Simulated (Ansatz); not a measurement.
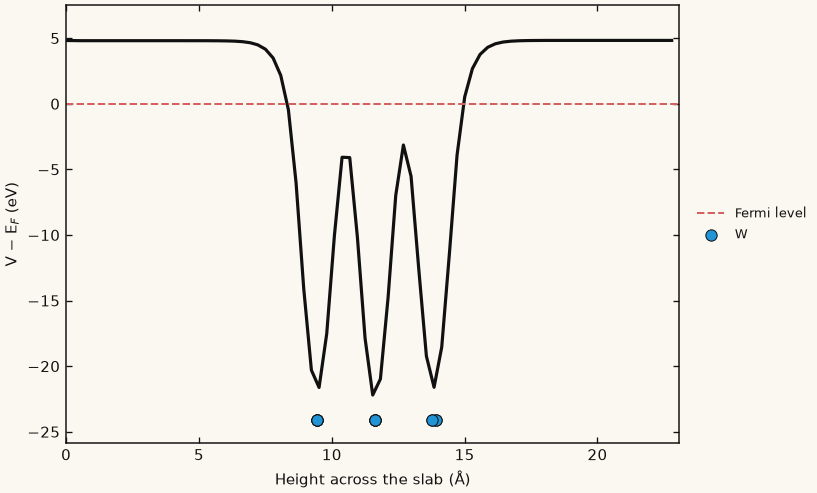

Plane-averaged electrostatic potential energy of an electron across the slab; circles at the bottom mark the heights of the atoms.

System: a (110) slab cut from W (Im-3m), 12 atoms in the cell, the slab at its places in the relaxed adsorbed structure.

Ansatz; DFT PBE+D3(BJ), scalar-relativistic, plane waves, PAW, no spin polarisation, 4×4×1 k mesh, 420 eV cutoff, Gaussian smearing of 0.1 eV.

Read off the work function of each face.

The work function is 4.84 eV, the same on both faces. The two vacuum levels agree, so the slab has no net dipole along its normal.

How thick are slab and vacuum?

The outermost atoms are 4.5 Å apart, which leaves 18.6 Å of vacuum in a cell 23.1 Å high.

The atoms aren't at rest in this cell (largest force 1.1 eV/Å), so the relaxed material can differ. Spin-orbit coupling is left out, which matters for W.
